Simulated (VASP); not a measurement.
Input:

```xyz
4
Lattice="2.2898 -3.9661 0.0000 2.2898 3.9661 0.0000 0.0000 0.0000 7.4497" Properties=species:S:1:pos:R:3 pbc="T T T"
Mg     2.2898    -1.3220     3.7228
Mg     2.2898     1.3220     7.4477
Te     2.2898    -1.3220     6.5279
Te     2.2898     1.3220     2.8031
```

Computed with optB86b-vdW, VASP's PBE PAW potentials (set 64) (plane waves; VASP 6.6.1). Run with 520 eV cut-off, 6×6×4 Γ-centred mesh, tetrahedra with Blöchl corrections, potentials Mg Te.

Unless said otherwise, spin-orbit coupling is left out, though it shifts the bands of the heavy elements here.

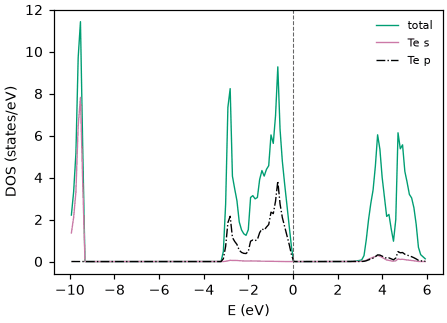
Figure: Total and projected density of states, zero at the valence-band maximum

Within 2 eV below the valence-band maximum the largest weight inside VASP's projection spheres is Te p.

The gap is direct, 2.44 eV, from the valence maximum at Γ to the conduction minimum at Γ.

The compound is MgTe in the wurtzite structure. It was relaxed first.
